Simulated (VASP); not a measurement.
Band structure of ZnSe (zinc blende). All values below come from PBE GGA with D3 dispersion (Becke-Johnson damping), VASP's PBE PAW potentials (set 64) (plane waves; VASP).

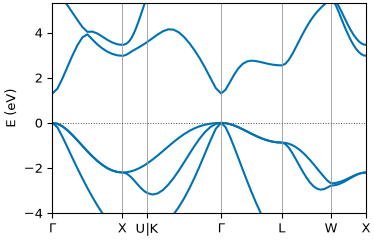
Figure. Bands along high-symmetry lines, zero at the valence-band maximum or, without a gap, the Fermi level

Problem. Read the plot: is there a gap, and where are the band edges?

Solution. The gap is direct, 1.31 eV, from the valence maximum at Γ to the conduction minimum at Γ. (Edges off the drawn lines would not show.)

Measured: gap 2.87 eV (computed value off by -1.56 eV), as given by Wei Chen et al., Physical Review Materials (2018), doi:10.1103/physrevmaterials.2.073803 [zero-point renormalisation of 0.05 eV added back (the table's ZPR column)].

The compound is ZnSe in the zinc blende structure. It was relaxed first.
